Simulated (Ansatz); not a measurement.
**Geometry relaxation, with input and output: C3H10B2OSi (part 3 of 3)**

Continued. System: C3H10B2OSi. Method: RKS LDA/STO-3G (Ansatz 0.2.0). It belongs to a series of runs on one base structure; here: start relaxed.

Geometry of the input (Å):
```
B  -1.3330  -2.2617  -0.2033
Si 0.3259  -1.7270  0.5534
O  0.0887  -1.3109  2.1936
B  1.1631  -0.2044  -0.4221
C  0.3988  1.1968  -0.5042
C  0.9541  2.1856  -1.2328
C  -0.8735  1.4581  0.2409
H  -1.9540  -3.1030  0.2308
H  -1.8060  -1.5999  -1.0957
H  1.2460  -2.8697  0.4722
H  1.0303  -1.1709  2.5696
H  2.1281  -0.3848  -0.9721
H  0.4436  3.1757  -1.3304
H  1.8554  2.0134  -1.7560
H  -1.7220  0.8887  -0.2627
H  -1.1536  2.5705  0.2699
H  -0.8108  1.1431  1.2894
```

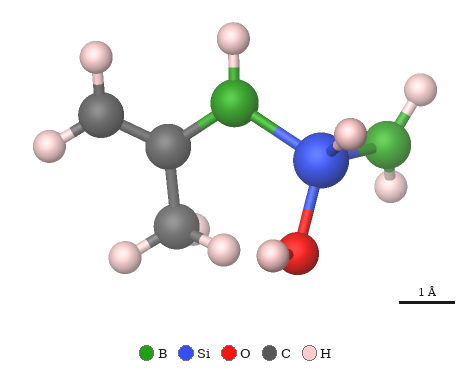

The geometry at step 24 of the log (ball-and-stick view, seen at a tilt).

**Trajectory as extended XYZ, continued**
```
17
Properties=species:S:1:pos:R:3:forces:R:3 step=18 energy=-14279.92171
B    -1.2533   -2.5367   -0.2754    0.0109  -0.1854  -0.7626
Si    0.2695   -1.5940    0.4675    0.0882  -0.1048  -0.0075
O    -0.2417   -0.8254    1.9596   -0.0160   0.0203  -0.0046
B     0.8955   -0.2242   -0.7837    0.0908  -0.0116  -0.2223
C     0.3633    1.1879   -0.5492   -0.0329   0.0085   0.0018
C     1.0521    2.2377   -1.0840    0.0955   0.0730   0.1356
C    -0.7812    1.3913    0.4366   -0.0014   0.0128  -0.0281
H    -2.2669   -2.5898    0.3278    0.0181  -0.0380  -0.1540
H    -1.1994   -3.0304   -1.3785   -0.0544   0.2775   0.9130
H     1.2944   -2.6021    0.7524    0.0257   0.0482   0.0123
H     0.6525   -0.5338    2.3761   -0.0064  -0.0123  -0.0033
H     1.6691   -0.4543   -1.6513   -0.1921   0.0510   0.1797
H     0.8398    3.2895   -0.8094   -0.0065  -0.1350  -0.0622
H     1.9039    2.0736   -1.7642   -0.0488   0.0118  -0.0221
H    -1.7431    1.2070   -0.0757    0.0234   0.0146   0.0301
H    -0.7999    2.4132    0.8464    0.0059  -0.0254  -0.0049
H    -0.6734    0.5903    1.2455    0.0000  -0.0051  -0.0011
17
Properties=species:S:1:pos:R:3:forces:R:3 step=19 energy=-14279.95283
B    -1.2274   -2.5224   -0.2953   -0.1007  -0.1793  -0.3653
Si    0.2785   -1.5942    0.4840    0.0576  -0.1203   0.0381
O    -0.2453   -0.8218    1.9701   -0.0089  -0.0159  -0.0423
B     0.8606   -0.2369   -0.7934    0.0935   0.1086  -0.1444
C     0.3467    1.1794   -0.5496   -0.0377   0.0119  -0.0144
C     1.0504    2.2210   -1.0813    0.0624   0.0530   0.0862
C    -0.7833    1.3950    0.4492    0.0167   0.0070  -0.0143
H    -2.2784   -2.5169    0.2460    0.0778  -0.0108  -0.1734
H    -1.1288   -3.0682   -1.3545   -0.0521   0.1833   0.5407
H     1.3252   -2.5809    0.7619    0.0123   0.0566   0.0269
H     0.6456   -0.5310    2.3929    0.0180  -0.0030   0.0147
H     1.6036   -0.4776   -1.6782   -0.1055   0.0216   0.0750
H     0.8576    3.2735   -0.7978    0.0002  -0.1152  -0.0395
H     1.8873    2.0490   -1.7773   -0.0352   0.0074  -0.0100
H    -1.7529    1.2228   -0.0517    0.0092   0.0066   0.0250
H    -0.7843    2.4164    0.8592    0.0019  -0.0115   0.0034
H    -0.6741    0.5923    1.2564   -0.0097  -0.0001  -0.0065
17
Properties=species:S:1:pos:R:3:forces:R:3 step=20 energy=-14279.96008
B    -1.1950   -2.5516   -0.2919   -0.7282   0.6420   0.0845
Si    0.2946   -1.6061    0.4988    0.0244  -0.2117   0.1536
O    -0.2468   -0.8252    1.9737    0.0218   0.0064  -0.0413
B     0.8305   -0.2443   -0.8035   -0.1271   0.0517  -0.1290
C     0.3262    1.1729   -0.5539    0.0097  -0.0080   0.1100
C     1.0509    2.2060   -1.0738    0.0071  -0.0142  -0.0625
C    -0.7850    1.3984    0.4629    0.0073   0.0029  -0.0145
H    -2.3157   -2.3860    0.1082    0.6697  -0.2165  -0.1719
H    -1.0611   -3.1271   -1.3035    0.0602  -0.2870  -0.0173
H     1.3842   -2.5413    0.7920   -0.0066   0.0864   0.0113
H     0.6395   -0.5347    2.4066    0.0066  -0.0002   0.0185
H     1.5208   -0.4962   -1.7204    0.0441  -0.0082  -0.0033
H     0.8754    3.2566   -0.7819    0.0104  -0.0267   0.0095
H     1.8673    2.0280   -1.7924   -0.0108   0.0052   0.0309
H    -1.7650    1.2440   -0.0226    0.0060  -0.0007   0.0128
H    -0.7645    2.4169    0.8796    0.0058  -0.0063   0.0015
H    -0.6751    0.5892    1.2629    0.0001  -0.0149   0.0072
17
Properties=species:S:1:pos:R:3:forces:R:3 step=21 energy=-14279.99667
B    -1.1939   -2.5775   -0.3105   -0.3268   0.1261   0.0548
Si    0.2710   -1.6057    0.4811    0.1374   0.0505   0.1036
O    -0.2660   -0.8204    1.9565   -0.0388   0.0539  -0.0200
B     0.7798   -0.2365   -0.8388   -0.0511  -0.0125   0.0385
C     0.3179    1.1878   -0.5519    0.0016  -0.0390   0.0105
C     1.0660    2.2093   -1.0619    0.0047  -0.0088  -0.0180
C    -0.7756    1.4223    0.4793   -0.0261   0.0399  -0.0135
H    -2.3148   -2.3843    0.0294    0.2949  -0.0579  -0.1030
H    -1.0147   -3.3024   -1.2192    0.0329  -0.0446   0.0274
H     1.4066   -2.4733    0.7985   -0.0322  -0.0001  -0.0580
H     0.6196   -0.5383    2.3975   -0.0065  -0.0427  -0.0445
H     1.4541   -0.4910   -1.7673    0.0080  -0.0071  -0.0174
H     0.9200    3.2581   -0.7497    0.0221  -0.0126   0.0210
H     1.8777    2.0225   -1.7831   -0.0254  -0.0004  -0.0011
H    -1.7642    1.2920    0.0041    0.0106  -0.0027   0.0215
H    -0.7306    2.4352    0.9074    0.0056  -0.0036  -0.0024
H    -0.6715    0.6017    1.2692   -0.0108  -0.0383   0.0006
17
Properties=species:S:1:pos:R:3:forces:R:3 step=22 energy=-14280.00259
B    -1.1825   -2.5606   -0.3182   -0.2307   0.0724   0.0184
Si    0.2778   -1.6022    0.4933    0.0731   0.0106   0.0934
O    -0.2653   -0.8154    1.9651   -0.0099   0.0252  -0.0245
B     0.7673   -0.2436   -0.8403   -0.0144   0.0349   0.0111
C     0.3089    1.1813   -0.5533   -0.0224  -0.0374   0.0061
C     1.0608    2.1996   -1.0646    0.0131  -0.0132  -0.0157
C    -0.7776    1.4205    0.4842   -0.0097   0.0241   0.0008
H    -2.3071   -2.3469   -0.0169    0.2045  -0.0404  -0.0665
H    -0.9841   -3.3024   -1.2091    0.0143  -0.0343   0.0227
H     1.4105   -2.4739    0.8050   -0.0161   0.0103  -0.0352
H     0.6197   -0.5361    2.4088   -0.0029  -0.0275  -0.0249
H     1.4275   -0.5040   -1.7776    0.0032  -0.0047  -0.0089
H     0.9286    3.2470   -0.7422    0.0118  -0.0082   0.0102
H     1.8635    2.0106   -1.7949   -0.0157  -0.0027   0.0053
H    -1.7696    1.2915    0.0163    0.0102   0.0033   0.0118
H    -0.7260    2.4339    0.9101   -0.0003  -0.0011  -0.0001
H    -0.6712    0.6004    1.2749   -0.0082  -0.0114  -0.0040
17
Properties=species:S:1:pos:R:3:forces:R:3 step=23 energy=-14280.00718
B    -1.1674   -2.5584   -0.3314   -0.0395  -0.1414  -0.0939
Si    0.2785   -1.5992    0.5015    0.0339   0.0204   0.0309
O    -0.2698   -0.8072    1.9679    0.0009  -0.0056  -0.0064
B     0.7390   -0.2465   -0.8483   -0.0042   0.0272  -0.0276
C     0.2907    1.1796   -0.5562   -0.0087  -0.0238   0.0294
C     1.0583    2.1880   -1.0646    0.0172   0.0028   0.0021
C    -0.7784    1.4305    0.4963   -0.0161   0.0023  -0.0045
H    -2.2958   -2.3008   -0.1056    0.0873  -0.0219  -0.0430
H    -0.9338   -3.3659   -1.1637   -0.0583   0.1433   0.1334
H     1.4234   -2.4545    0.8077   -0.0075   0.0055  -0.0039
H     0.6152   -0.5381    2.4173   -0.0044  -0.0117  -0.0123
H     1.3748   -0.5149   -1.8009   -0.0027   0.0095   0.0150
H     0.9536    3.2337   -0.7256    0.0067  -0.0223  -0.0063
H     1.8511    1.9902   -1.8031   -0.0135  -0.0002  -0.0034
H    -1.7783    1.3146    0.0420    0.0085   0.0072   0.0080
H    -0.7080    2.4423    0.9238    0.0005  -0.0063  -0.0040
H    -0.6719    0.6062    1.2833   -0.0001   0.0150  -0.0136
17
Properties=species:S:1:pos:R:3:forces:R:3 step=24 energy=-14280.00670 accepted=F
B    -1.1538   -2.5574   -0.3392    0.0020  -0.0280  -0.0032
Si    0.2866   -1.6019    0.5080   -0.0193  -0.0091   0.0320
O    -0.2698   -0.8192    1.9746   -0.0116   0.0703  -0.0260
B     0.7287   -0.2447   -0.8405   -0.0120  -0.0430  -0.0010
C     0.2784    1.1779   -0.5449    0.1110   0.0438  -0.1993
C     1.0556    2.1725   -1.0694   -0.0558  -0.0224   0.0568
C    -0.7870    1.4418    0.5039    0.0405  -0.0367   0.0841
H    -2.2813   -2.2919   -0.1363    0.0029   0.0128   0.0065
H    -0.9209   -3.3605   -1.1665    0.0105   0.0036   0.0002
H     1.4402   -2.4470    0.8086   -0.0076  -0.0022  -0.0028
H     0.6137   -0.5467    2.4253   -0.0121  -0.0035  -0.0075
H     1.3606   -0.5135   -1.7949    0.0005   0.0319  -0.0022
H     0.9689    3.2206   -0.7361    0.0091   0.0291   0.0012
H     1.8351    1.9595   -1.8178   -0.0106  -0.0072   0.0130
H    -1.7871    1.3459    0.0473   -0.0170  -0.0398   0.0084
H    -0.7034    2.4519    0.9334    0.0178  -0.0187   0.0188
H    -0.6834    0.6125    1.2852   -0.0486   0.0190   0.0211
17
Properties=species:S:1:pos:R:3:forces:R:3 step=25 energy=-14280.00847
B    -1.1596   -2.5658   -0.3328   -0.0012  -0.0308  -0.0286
Si    0.2802   -1.5994    0.5033   -0.0625   0.0732  -0.0189
O    -0.2736   -0.8079    1.9675    0.0000   0.0050  -0.0112
B     0.7292   -0.2454   -0.8511   -0.0052   0.0061   0.0008
C     0.2829    1.1797   -0.5566   -0.0277  -0.0376   0.0267
C     1.0596    2.1808   -1.0647    0.0170   0.0233   0.0036
C    -0.7810    1.4361    0.4992   -0.0044  -0.0080   0.0009
H    -2.2865   -2.3037   -0.1189    0.0105  -0.0085  -0.0115
H    -0.9262   -3.3703   -1.1612   -0.0122   0.0387   0.0423
H     1.4278   -2.4433    0.8093    0.0766  -0.0516   0.0187
H     0.6102   -0.5377    2.4187   -0.0043  -0.0096  -0.0084
H     1.3640   -0.5085   -1.8050    0.0030  -0.0111  -0.0019
H     0.9699    3.2257   -0.7206    0.0019  -0.0010  -0.0052
H     1.8451    1.9763   -1.8085    0.0022  -0.0021  -0.0091
H    -1.7834    1.3277    0.0489    0.0089   0.0134   0.0025
H    -0.7005    2.4457    0.9295   -0.0078   0.0036  -0.0030
H    -0.6768    0.6099    1.2834    0.0054  -0.0031   0.0022
17
Properties=species:S:1:pos:R:3:forces:R:3 step=26 energy=-14280.00728 accepted=F
B    -1.1633   -2.5692   -0.3275    0.0362  -0.0664  -0.0644
Si    0.2782   -1.5959    0.4998   -0.1093   0.0214  -0.0766
O    -0.2767   -0.8065    1.9612   -0.0162   0.0148   0.0208
B     0.7274   -0.2426   -0.8551   -0.0101  -0.0152   0.0389
C     0.2836    1.1826   -0.5558    0.0865   0.0727  -0.0387
C     1.0673    2.1837   -1.0584   -0.0998  -0.0496  -0.0391
C    -0.7804    1.4406    0.4991    0.0043  -0.0280   0.0113
H    -2.2946   -2.3252   -0.1158    0.0230   0.0211   0.0122
H    -0.9211   -3.3715   -1.1551   -0.0174   0.0256   0.0301
H     1.4274   -2.4374    0.8108    0.0573  -0.0479   0.0040
H     0.6098   -0.5533    2.4137    0.0266   0.0427   0.0634
H     1.3603   -0.5128   -1.8085   -0.0016   0.0201  -0.0038
H     0.9694    3.2312   -0.7250    0.0267  -0.0080   0.0365
H     1.8509    1.9796   -1.8047    0.0054  -0.0073   0.0102
H    -1.7828    1.3316    0.0495    0.0008  -0.0041   0.0036
H    -0.7025    2.4503    0.9294    0.0117   0.0048  -0.0089
H    -0.6719    0.6142    1.2831   -0.0242   0.0031   0.0006
17
Properties=species:S:1:pos:R:3:forces:R:3 step=27 energy=-14280.00895
B    -1.1568   -2.5692   -0.3336    0.0059  -0.0096  -0.0128
Si    0.2792   -1.5975    0.5029   -0.0239   0.0092  -0.0148
O    -0.2769   -0.8067    1.9657   -0.0008   0.0044   0.0013
B     0.7236   -0.2447   -0.8532   -0.0024   0.0013   0.0048
C     0.2798    1.1803   -0.5557    0.0030   0.0001  -0.0101
C     1.0604    2.1789   -1.0645    0.0014  -0.0029   0.0111
C    -0.7811    1.4398    0.5020    0.0008   0.0015   0.0035
H    -2.2854   -2.3087   -0.1289    0.0025  -0.0006   0.0006
H    -0.9181   -3.3759   -1.1563   -0.0022   0.0084   0.0111
H     1.4326   -2.4382    0.8100    0.0189  -0.0115   0.0057
H     0.6070   -0.5415    2.4192   -0.0004   0.0022   0.0058
H     1.3560   -0.5106   -1.8081   -0.0027   0.0015  -0.0010
H     0.9776    3.2237   -0.7185   -0.0008   0.0008  -0.0029
H     1.8426    1.9715   -1.8113   -0.0016  -0.0016  -0.0029
H    -1.7844    1.3364    0.0531    0.0006   0.0010   0.0001
H    -0.6972    2.4492    0.9323    0.0019   0.0013  -0.0012
H    -0.6777    0.6129    1.2853   -0.0002  -0.0055   0.0016
17
Properties=species:S:1:pos:R:3:forces:R:3 step=28 energy=-14280.00904
B    -1.1539   -2.5802   -0.3358   -0.0007  -0.0089   0.0063
Si    0.2746   -1.5982    0.5008    0.0047   0.0210  -0.0011
O    -0.2859   -0.8076    1.9622   -0.0068   0.0053   0.0009
B     0.7177   -0.2433   -0.8542    0.0034   0.0022   0.0008
C     0.2793    1.1832   -0.5551    0.0006  -0.0052   0.0010
C     1.0617    2.1793   -1.0658    0.0012  -0.0046  -0.0003
C    -0.7768    1.4465    0.5067   -0.0010  -0.0055  -0.0142
H    -2.2843   -2.3286   -0.1308    0.0017   0.0018  -0.0034
H    -0.9087   -3.3868   -1.1559   -0.0001   0.0003  -0.0032
H     1.4338   -2.4310    0.8122    0.0017  -0.0044  -0.0041
H     0.5961   -0.5404    2.4179    0.0018  -0.0056   0.0019
H     1.3485   -0.5094   -1.8102   -0.0048   0.0007  -0.0019
H     0.9828    3.2245   -0.7200    0.0010   0.0020   0.0004
H     1.8401    1.9697   -1.8159    0.0003  -0.0009  -0.0012
H    -1.7819    1.3553    0.0594   -0.0041  -0.0038  -0.0034
H    -0.6832    2.4534    0.9406    0.0055  -0.0032   0.0090
H    -0.6789    0.6133    1.2843   -0.0045   0.0090   0.0125
17
Properties=species:S:1:pos:R:3:forces:R:3 step=29 energy=-14280.00913
B    -1.1506   -2.5846   -0.3354   -0.0029   0.0187  -0.0060
Si    0.2737   -1.5964    0.5011    0.0158  -0.0064   0.0064
O    -0.2897   -0.8068    1.9620   -0.0008   0.0016   0.0002
B     0.7141   -0.2428   -0.8556   -0.0050  -0.0034  -0.0016
C     0.2784    1.1838   -0.5546    0.0049   0.0052  -0.0001
C     1.0632    2.1780   -1.0656   -0.0083  -0.0027  -0.0078
C    -0.7760    1.4490    0.5083   -0.0006  -0.0010  -0.0071
H    -2.2820   -2.3328   -0.1361   -0.0023  -0.0046   0.0048
H    -0.9020   -3.3899   -1.1553    0.0035  -0.0127  -0.0041
H     1.4354   -2.4268    0.8126   -0.0094   0.0075  -0.0028
H     0.5916   -0.5430    2.4211   -0.0002  -0.0028   0.0021
H     1.3393   -0.5101   -1.8149   -0.0006   0.0006   0.0020
H     0.9873    3.2235   -0.7200    0.0038  -0.0006   0.0036
H     1.8389    1.9666   -1.8181    0.0008  -0.0003   0.0035
H    -1.7817    1.3614    0.0617   -0.0009  -0.0030  -0.0014
H    -0.6786    2.4551    0.9435    0.0028  -0.0025   0.0048
H    -0.6802    0.6154    1.2859   -0.0007   0.0062   0.0036
```

**Results in brief**

| quantity | value |
| --- | --- |
| outcome | converged |
| total energy | −14280.0092 eV |
| mean-field energy | −14280.0092 eV |
| largest force (length of the vector) at the end | 0.020 eV/Å |
| hardware | 1 thread of Arm Neoverse V1, 24 GiB of memory available, shared host |
| wall time | 1.7 min |
| peak memory | 0.14 GiB |
